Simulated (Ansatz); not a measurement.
# Cd3Mo, from a guessed structure to a relaxed one, part 2 of 2

This structure for Cd3Mo is made up. Its elements were placed in a known structure type with a cell scaled to their sizes. What cell does the guess relax to, and how far off was it?

Ansatz 0.2.0; DFT, PBE, plane-wave PAW, files of the set soft_1, scalar-relativistic, no spin, cell and ions relaxed at zero pressure; PAW set soft_1 (the session's first sound run).

So far: Set-up; Relaxing cell and atoms. The relaxed cell has a = 4.246 Å (conventional setting).

**3. Bands of the relaxed cell**

With the geometry fixed, one more self-consistent run, with a narrower smearing and the mesh shown in its input, gives the bands, and its pressure, and its forces where symmetry allows any, show how far the geometry depends on these settings.

This step: DFT, PBE, plane-wave PAW, files of the set soft_1, scalar-relativistic, no spin, bands and density of states at the relaxed cell; PAW set soft_1 (Ansatz 0.2.0).

Input file input.yaml:

```yaml
crystal:
  lattice:
    - [4.2455418985, 0.0, 0.0]
    - [0.0, 4.2455418985, 0.0]
    - [0.0, 0.0, 4.2455418985]
  atoms:
    - { symbol: Cd, position: [0.5, 0.5, 0.0] }
    - { symbol: Cd, position: [0.5, 0.0, 0.5] }
    - { symbol: Cd, position: [0.0, 0.5, 0.5] }
    - { symbol: Mo, position: [0.0, 0.0, 0.0] }
kpoints:
  mp_grid: { grid: [8, 8, 8] }
  band_path:
    path:
      - [[0.0, 0.0, 0.0], [0.0, 0.5, 0.0], [0.5, 0.5, 0.0], [0.0, 0.0, 0.0], [0.5, 0.5, 0.5], [0.0, 0.5, 0.0]]
      - [[0.5, 0.5, 0.0], [0.5, 0.5, 0.5]]
    npoints: 13
scf:
  occupations: { method: fermi_dirac, width: 0.03 }
  n_extra_bands: 8
hamiltonian:
  xc: pbe
  pseudopotentials: { kind: paw, azcp: { folder: soft_1 } }
output:
  forces: true
  stress: true
  write_bands: true
  dos: { projected: true }
  write_density: true
  write_potential: true
  elf: true
  volumetric_format: npy
```

Run with:

```console
ansatz run input.yaml --threads 4 --pin off --max-ram 8192MiB --backend cpu --events-out ev --progress --plain --runs-dir out
```

Numbers of over 12 decimals in the logs are rounded to 6 here.

Output:

```text
[...]
Crystal: 4 atoms, lattice volume = 76.524 Å³
Basis set: ecut = 420 eV, 1503 PW (Γ), exchange–correlation on 60×60×60 points (8 copies of the dense FFT grid, shifted against one another)
Bands: 45, of which v1, the nominal top of the filled ones, is band 37 counted from 1 (36 counted from 0)
Symmetry: 48 space group operations
[...]
k-points: 35 of 512
[...]
SCF iter   1: F=—  HF=-29720.156649 eV  |F-HF|=—  |Δ(HF+E_count)|=         —  Δρ=8.53e-2  dr2=1.06e1  ethr=3.10e-3  ⟨swp⟩=5.3  Hψ=5251  notcnv=0
[...]
SCF iter  10: F=-29718.277701 eV  HF=-29718.277701 eV  |F-HF|=1.96e-10  |Δ(HF+E_count)|=   1.37e-8  Δρ=1.38e-6  dr2=1.52e-9  ethr=1.35e-10  ⟨swp⟩=6.8  Hψ=7791  notcnv=0
SCF 1 converged in 10 iterations: F = -29718.277701 eV  dr2 = 1.52e-9
[...]
NSCF: frozen V_eff on 80 k-points
SCF converged after 10 iterations
Free energy (F): -29718.277701 eV
[...]
Internal energy: -29718.271706 eV  (E = F + TS)
E sigma→0 (E₀):  -29718.274704 eV
Entropy (-TS):   -0.005995 eV (-1.499 meV/atom)
Fermi energy:    16.671331 eV
[...]
--- Stress (GPa, compression-positive) ---
        0.021799       0.000000       0.000000
        0.000000       0.021799       0.000000
        0.000000       0.000000       0.021799
  P = ⅓ Tr σ = 0.0218 GPa (0.218 kbar)
--- Band table (eV; the first three rows and the last of 35) ---
  k-point 0: bands = [... 33 lower, 15.2175, 16.5809, 16.5809, 16.5809, 16.9422, 16.9422, 16.9422, 21.5401, ... 4 higher]
  k-point 1: bands = [... 33 lower, 15.2283, 16.1271, 16.1271, 16.5428, 16.9317, 17.5401, 17.5401, 21.2218, ... 4 higher]
  k-point 2: bands = [... 33 lower, 15.2570, 15.6595, 15.6595, 16.5996, 16.9065, 18.4594, 18.4594, 20.4841, ... 4 higher]
  k-point 34: bands = [... 33 lower, 13.9187, 14.0774, 15.1582, 15.1582, 15.1582, 17.1296, 17.1296, 19.6127, ... 4 higher]
```

Wall time 5.1 s (4 threads of Arm Neoverse V1, shared host); peak memory 0.47 GiB; 18 s of CPU time.

This step gave:

| Quantity | Value |
| --- | --- |
| free energy | -29718.2777 eV |
| energy at zero smearing | -29718.2747 eV |
| smearing term TS | 0.005995 eV |
| Fermi energy | 16.67 eV |
| pressure | 0.02180 GPa |

bands.tsv at the labelled points (eV, zero at the Fermi level; the bands that come nearest the Fermi level along the path):

```tsv
point	band 34	band 35	band 36	band 37	band 38	band 39	band 40	band 41
Γ	-1.45	-0.09	-0.09	-0.09	0.27	0.27	0.27	4.87
X	-1.44	-1.44	-1.37	0.10	0.20	2.99	3.84	3.84
M	-3.48	-3.45	-1.00	-1.00	0.15	0.84	1.22	5.31
Γ	-1.45	-0.09	-0.09	-0.09	0.27	0.27	0.27	4.87
R	-2.75	-2.59	-1.51	-1.51	-1.51	0.46	0.46	2.94
X	-1.44	-1.44	-1.37	0.10	0.20	2.99	3.84	3.84
M	-3.48	-3.45	-1.00	-1.00	0.15	0.84	1.22	5.31
R	-2.75	-2.59	-1.51	-1.51	-1.51	0.46	0.46	2.94
```

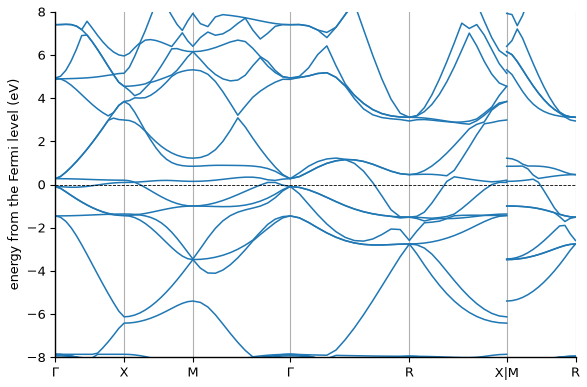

Bands along the path. 28 bands lie wholly below the window drawn.

States per cell as run, both spins, in windows of 1 eV, from dos.tsv (zero at the Fermi level):

| from | to | total |
| --- | --- | --- |
| -8 | -7 | 1.62 |
| -7 | -6 | 0.73 |
| -6 | -5 | 0.74 |
| -5 | -4 | 0.90 |
| -4 | -3 | 1.11 |
| -3 | -2 | 1.86 |
| -2 | -1 | 4.24 |
| -1 | 0 | 1.92 |
| 0 | 1 | 2.73 |
| 1 | 2 | 2.13 |
| 2 | 3 | 1.09 |
| 3 | 4 | 2.15 |
| 4 | 5 | 1.69 |

Below -8 eV lie 61.0 more states.

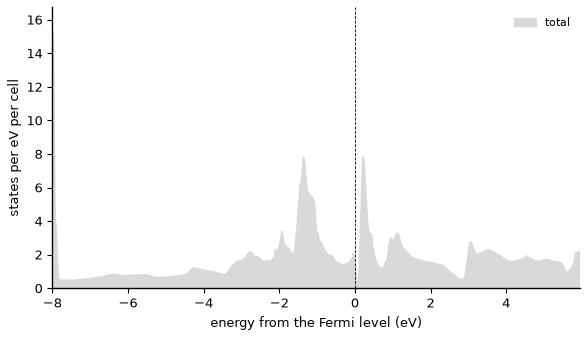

Total density of states, smoothed over about 0.04 eV.

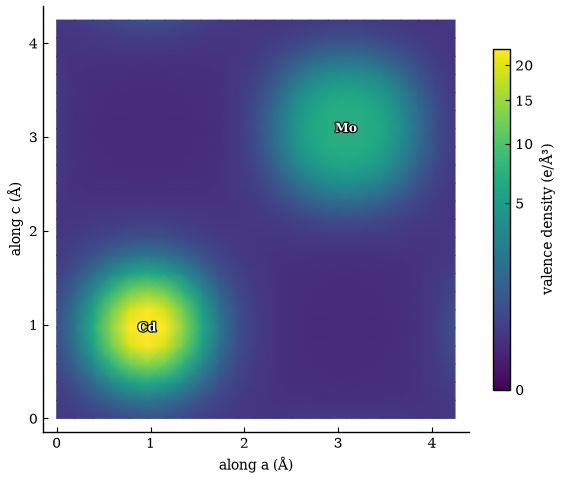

Valence density in the ac plane at fractional y = 0.000, with atoms of Cd and Mo within 0.2 Å of it. It is the smooth field of the valence electrons, not physical close to the nuclei. The map starts off the cell's origin, so that atoms lie inside it. The colour scale is stretched toward low values.

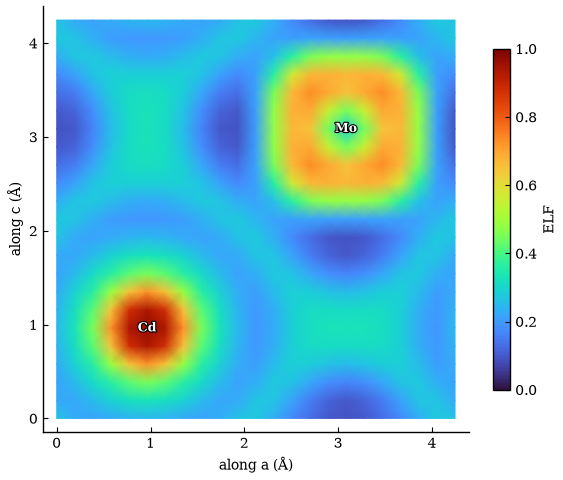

ELF in the ac plane at fractional y = 0.000, with atoms of Cd and Mo within 0.2 Å of it. It is the smooth field of the valence electrons, not physical close to the nuclei. The map starts off the cell's origin, so that atoms lie inside it.

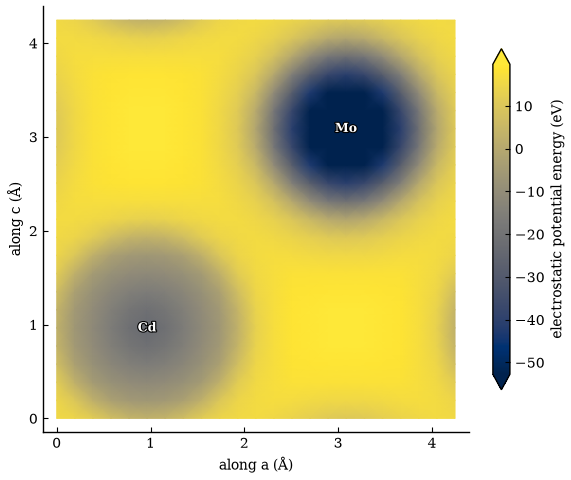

Electrostatic potential energy in the ac plane at fractional y = 0.000, with atoms of Cd and Mo within 0.2 Å of it. With pseudopotentials it is smooth inside the atoms' cores, unlike the true potential. The map starts off the cell's origin, so that atoms lie inside it.

**4. What came out**

| Item | Value |
| --- | --- |
| space group, relaxed | Pm-3m |
| conventional cell | a = 4.246, b = 4.246, c = 4.246 Å; α = 90.0°, β = 90.0°, γ = 90.0° |
| volume per atom | 19.13 Å³ (guess 19.75) |

In words: Cd3Mo relaxes to Pm-3m with a = 4.246, b = 4.246 and c = 4.246 Å. The guessed volume was 3 % too large. The space group Pm-3m was held in the relaxation, so the end point is a stationary structure within it and may be a saddle against distortions or other arrangements. Bands cross the Fermi level, so it is a metal or semimetal at this level. On the 8×8×8 mesh with the narrower smearing (relaxed on 6×6×6) the forces vanish, as symmetry may demand, and the largest stress component is 0.022 GPa, within the relaxation's thresholds of 0.015 eV/Å and 0.05 GPa. The cutoff wasn't tested. No dispersion term is used, so weakly bound directions may come out too long. The runs have no spin, and magnetism wasn't tested. Nothing here tests whether the compound is stable against decomposition.

[Logs are printed without paths, hosts, clocks, repeated set-up lines and the standing remarks that a program may print on its own settings, such as how far it seeks lower states.]

[Hosts, paths, dates, database ids (printed as entryN), source tags and the programs' standing remarks are cut or masked in the printed files.]
